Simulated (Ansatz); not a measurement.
**CH6AlN: density, localisation and related maps**

```xyz
9

Al    0.1412   -0.2218    0.4718
H    -0.2793   -0.7230    1.9046
C     1.9855    0.1177   -0.0567
H     2.5873   -0.7865   -0.0141
H     2.0651    0.5080   -1.0663
H     2.4685    0.8326    0.6042
N    -1.1640    0.0349   -0.6893
H    -2.1360   -0.1166   -0.4959
H    -1.0511    0.3546   -1.6327
```

Level of theory: RKS BHLYP-D4/def2-mTZVP (Ansatz 0.2.0).

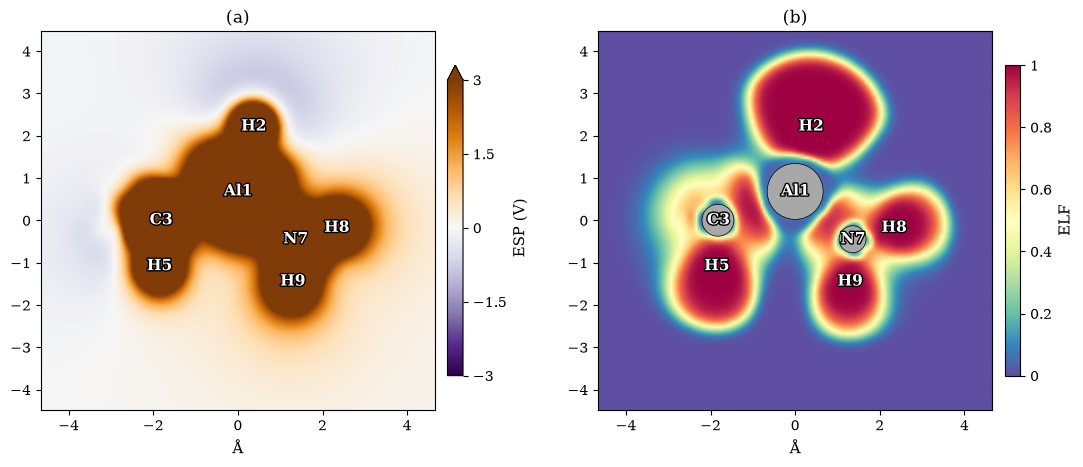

Figure 1. (a) electrostatic potential; (b) electron localisation function on the plane of atoms H2, Al1 and C3. Grey discs cover the atomic cores in the ELF map.

Question: What does the map show?

Answer:
- Atoms in the plane: Al, H, C and N.
- Al–N (1.77 Å): the ELF peaks at about 0.90 in the valence shell of N, 0.7 Å from its nucleus, and is about 0.65 at the midpoint.
- C–Al (1.95 Å): the ELF peaks at about 0.95 between the atoms (a shared but strongly polarised pair).
- N–H (1.00 Å): the ELF climbs to about 1 towards the hydrogen, as it does in any bond to H; a covalent bond by its length.
- C–H (1.09 Å): the ELF climbs to about 1 towards the hydrogen (an ordinary covalent bond to hydrogen).
- Al–H (1.58 Å): the ELF climbs to about 1 towards the hydrogen.
- Outside the dense part of the molecule the potential is most negative (−0.8 V) near H2.

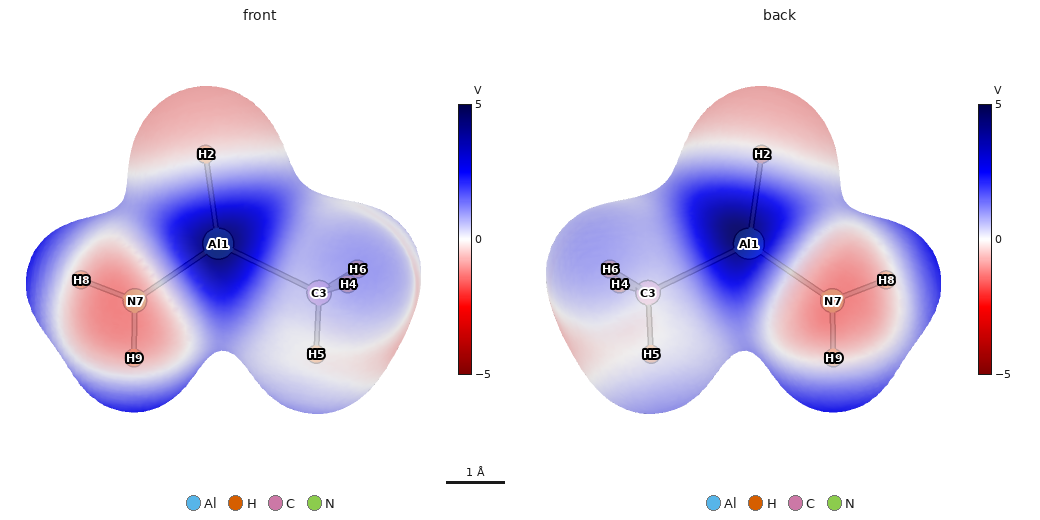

Figure 2. The electrostatic potential painted on the density surface at 0.004 e/bohr³, seen from the front and from behind; red is negative and blue positive.

Question: Where is the surface potential most negative and most positive?

Answer: The most negative region (about −1.2 V, or −28 kcal/mol for a unit charge) lies over N7, the most positive (about +4.5 V, or +104 kcal/mol for a unit charge) over Al1. N7 is the likeliest acceptor of a hydrogen bond.

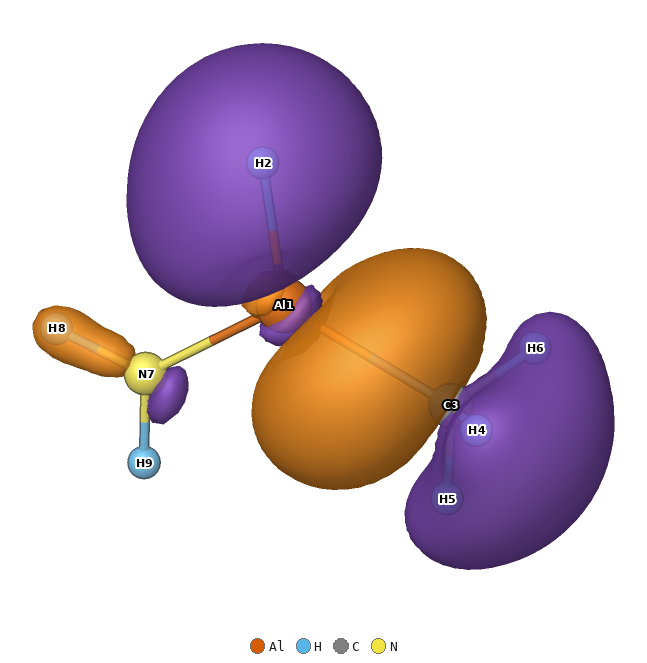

Figure 3. The HOMO−1 at ±0.08 Å⁻³ᐟ² (orange and purple are the two phases), seen at a tilt.

Question: Describe this orbital and give its energy.

Answer: Its weight (Hirshfeld) is mainly on C3 (about 40 %), Al1 (about 25 %) and H2 (about 25 %). Its energy is −9.14 eV.
